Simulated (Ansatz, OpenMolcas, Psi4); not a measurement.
Errors in the atomisation enthalpy at 298 K

6 molecules with two or more fluorines; the atomisation enthalpy at 298 K in kJ/mol, computed less measured. Shapes, held fixed at every level: PBE0-D4/def2-TZVP. Flexible molecules stand in one conformer, not always the lowest. Thermal terms are harmonic and unscaled (PBE0-D4/def2-TZVP); the spin-orbit lowering of the free atoms is taken from their spectra. Programs: Ansatz 0.2.0, OpenMolcas 26.06, Psi4 1.11. A level may come from different programs for different species; with the same settings they agree closely. Measured values: Active Thermochemical Tables, CRC Handbook of Chemistry and Physics.

Levels: A = HF/STO-3G; B = HF/def2-SVP; C = wB97M-V/def2-TZVPP; D = MP2/def2-TZVPP.

```json
{"molecule": "CF4 (tetrafluoromethane)", "from tabulated heats": "1968", "A": "-885", "B": "-653", "C": "+9", "D": "+63"}
{"molecule": "CH2F2 (difluoromethane)", "from tabulated heats": "1763", "A": "-466", "B": "-522", "C": "+1", "D": "+8"}
{"molecule": "C2H2F2 (vinylidene fluoride)", "from tabulated heats": "2361", "A": "-613", "B": "-684", "C": "+26", "D": "+30"}
{"molecule": "C2HClF2 (SMILES FC(F)=CCl)", "from tabulated heats": "2247", "A": "-696", "B": "-715", "C": "+49", "D": "+66"}
{"molecule": "C2H3F3 (1,1,2-trifluoroethane)", "from tabulated heats": "3057", "A": "-812", "B": "-933", "C": "-55", "D": "-48"}
{"molecule": "C2H4F2 (1,1-difluoroethane)", "from tabulated heats": "2965", "A": "-529", "B": "-795", "C": "+9", "D": "-6"}
```

Which level does best on this set, which worst, and which err to one side?


| level | kind | mean error | mean absolute error | worst case |
| --- | --- | --- | --- | --- |
| HF/STO-3G | Hartree–Fock | -666.8 | 666.8 | CF4 |
| HF/def2-SVP | Hartree–Fock | -717.0 | 717.0 | C2H3F3 |
| wB97M-V/def2-TZVPP | range-separated hybrid | +6.5 | 24.8 | C2H3F3 |
| MP2/def2-TZVPP | perturbation theory | +18.8 | 36.8 | C2HClF2 |

On this set wB97M-V/def2-TZVPP has the smallest mean absolute error and HF/def2-SVP the largest. HF/STO-3G is too low in 6 of 6; HF/def2-SVP is too low in 6 of 6; wB97M-V/def2-TZVPP is too high in 5 of 6; MP2/def2-TZVPP is too high in 4 of 6. The tabulated values of C2H2F2, C2HClF2, C2H3F3 are in doubt (older tables, estimates, or at odds with other calculations) and kept here. Over the 3 molecules whose values aren't doubted the mean absolute errors are A 626.7; B 656.7; C 6.3; D 25.7. The largest two are near a tie. For HF/def2-SVP the error grows with the size of the molecule. Hartree–Fock lacks correlation and underbinds. Rows in very small basis sets show the basis more than the method. Correlated wave functions converge slowly with the basis. The set is small.

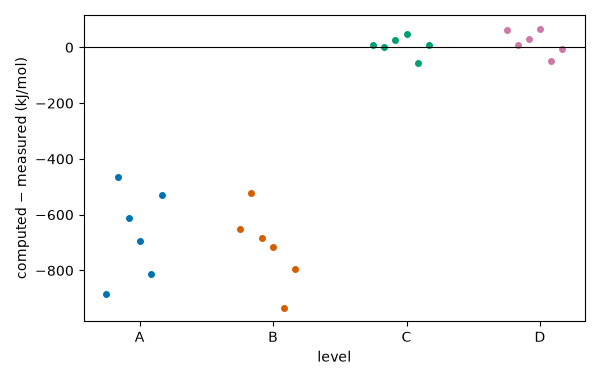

Errors of each level, one point a molecule.
